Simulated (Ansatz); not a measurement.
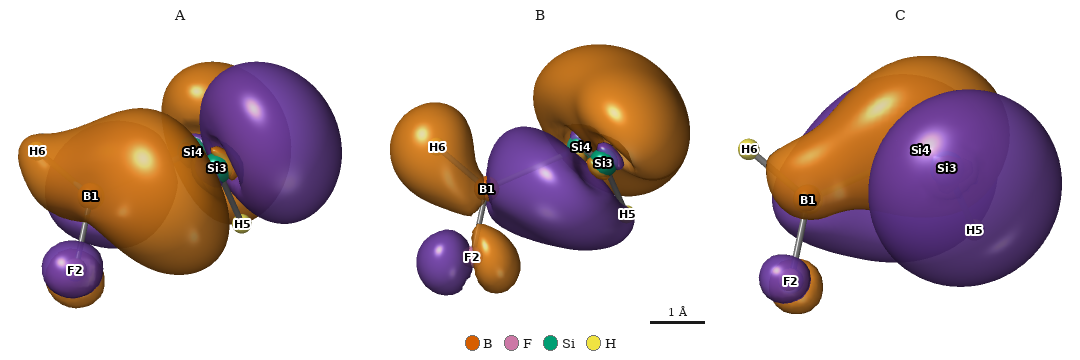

Figure 1: BFH$_{2}$Si$_{2}$ (SMILES FB[Si]#[SiH]). Three frontier orbitals at ±0.08 Å⁻³ᐟ² (orange and purple are the two phases), in no order.

Geometry: B3LYP-D3(BJ)/def2-SVP.

Computed with isolated molecule in a Gaussian basis; Kohn-Sham density functional theory, functional PBE0 (Ansatz 0.2.0).

```yaml
atoms:
  - { symbol: B, position_ang: [0.8375, 0.4347, -0.1690] }
  - { symbol: F, position_ang: [1.0505, 0.8319, -1.4201] }
  - { symbol: Si, position_ang: [-1.3637, 1.8039, 0.4883] }
  - { symbol: Si, position_ang: [-0.8674, -0.3453, 0.6074] }
  - { symbol: H, position_ang: [-1.7775, 0.5592, -0.5430] }
  - { symbol: H, position_ang: [1.7902, 0.3879, 0.5799] }
```

### Which picture is the HOMO−1, the HOMO and the LUMO?

B is the HOMO−1 (−7.52 eV). Its weight (Hirshfeld) is mainly on Si4 (about 45 %), Si3 (about 20 %), B1 (about 15 %) and F2 (about 10 %). C is the HOMO (−6.44 eV). Its weight (Hirshfeld) is mainly on Si3 (about 50 %), Si4 (about 40 %) and B1 (about 10 %). A is the LUMO (−3.15 eV). Its weight (Hirshfeld) is mainly on Si3 (about 50 %), Si4 (about 25 %) and B1 (about 15 %); π-antibonding (π*) across Si3–Si4.

### What is the HOMO–LUMO gap?

3.29 eV between the orbital energies.
